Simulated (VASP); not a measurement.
Band structure of TlCrS₂ (space group R3m). These are PBEsol GGA, VASP's PBE PAW potentials (set 64) (plane waves; VASP) values and carry that method's errors.

The run has a spin-polarised start. Unless said otherwise, spin-orbit coupling is left out, though it shifts the bands of the heavy elements here.

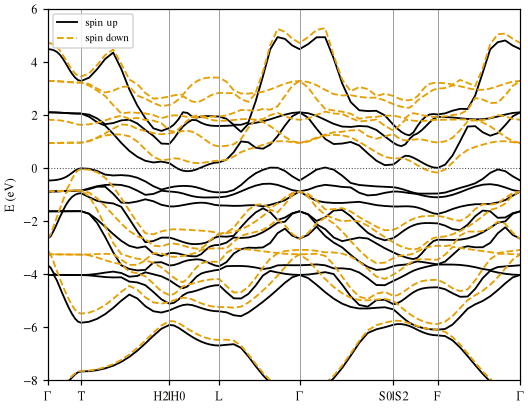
Fig. 1. Bands along high-symmetry lines, zero at the valence-band maximum or, without a gap, the Fermi level

Q: Read the plot: is there a gap, and where are the band edges?

A: It has no gap at this level: it comes out as a metal or semimetal. (Edges off the drawn lines would not show.)

The structure comes from a computed database's TlCrS2 entry (R3m); how it stands against other phases isn't given here. It was relaxed first, which changed the volume by -6 %.
